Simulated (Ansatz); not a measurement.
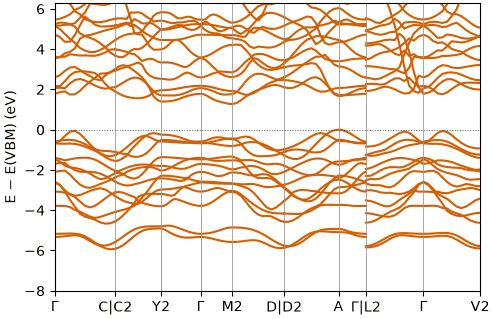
Fig. 1. Band structure from DFT-r²SCAN in the program Ansatz with PAW potentials

Q: Read off the gap and where the band edges lie.

A: About 1.3 eV (1.27 eV by a search for the band edges); maximum at A, minimum at M2.

The material is Al2Te5 in space group C2/m (No. 12; Al on 4i, Te on 4i, Te on 2a, Te on 4i).

The workflow started from a Materials Project entry (that database holds measured and hypothetical structures alike); the Crystallography Open Database copy checked does not list it. Whether it is the stable phase at ambient conditions was not checked. The cell was relaxed with r²SCAN under the symmetry of its start; whether a distortion lowers the energy is not shown. A crystal of weakly bound layers computed without a dispersion correction: the cell and the soft elastic constants depend strongly on that. Spin–orbit coupling is left out wherever it is not named.

Potentials: the earlier of the program's two PAW sets.
